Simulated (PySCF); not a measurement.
System: C6H11NOSi.

Input

```
{"job": {"kind": "nmr", "xc": "PBE0", "basis": "pcSseg-1"}, "charge": 0, "multiplicity": 1}
C      2.376538     0.436230     0.079838
C      1.176501    -0.509652     0.025877
O      1.377122    -1.643880     0.850699
C     -0.082268     0.182252     0.526620
Si    -0.835886     1.658509    -0.433932
C     -2.336891     0.514637    -0.125317
C     -1.403974    -0.623096     0.367838
C     -1.313698    -1.655058    -0.624540
N     -1.273159    -2.457252    -1.440158
H      3.276148    -0.071704    -0.263400
H      2.538072     0.772993     1.101407
H      2.199246     1.300220    -0.555141
H      1.026327    -0.835368    -1.016595
H      2.121109    -2.154278     0.515545
H      0.072960     0.398138     1.586524
H     -0.809429     2.948838     0.250813
H     -0.425183     1.769249    -1.831968
H     -2.946903     0.229119    -0.980238
H     -3.011980     0.842374     0.662713
H     -1.729800    -1.091593     1.300377
```

Launched as:

```sh
OMP_NUM_THREADS=1 python probes_run.py task.json out
```

Geometry: GFN2-xTB.

All numbers below come from PySCF 2.14.0, PBE0/pcSseg-1, SCF density, gas phase, non-relativistic.

**What will maps of the electron density and electron localisation function show?**

C–N (1.14 Å): ρ at the midpoint is about 3.6 e/Å³; the ELF peaks at about 0.85 between the atoms; a multiple bond.
C–C (1.43 Å): ρ at the midpoint is about 1.9 e/Å³; the ELF peaks at about 0.95 between the atoms; a covalent bond.

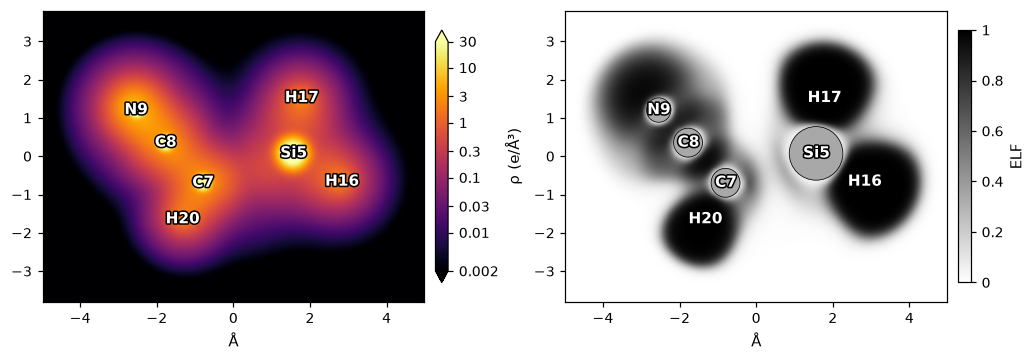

Computed electron density and electron localisation function on the plane of atoms C8, C7 and H20, in this order. Grey discs cover the atomic cores in the ELF map. 
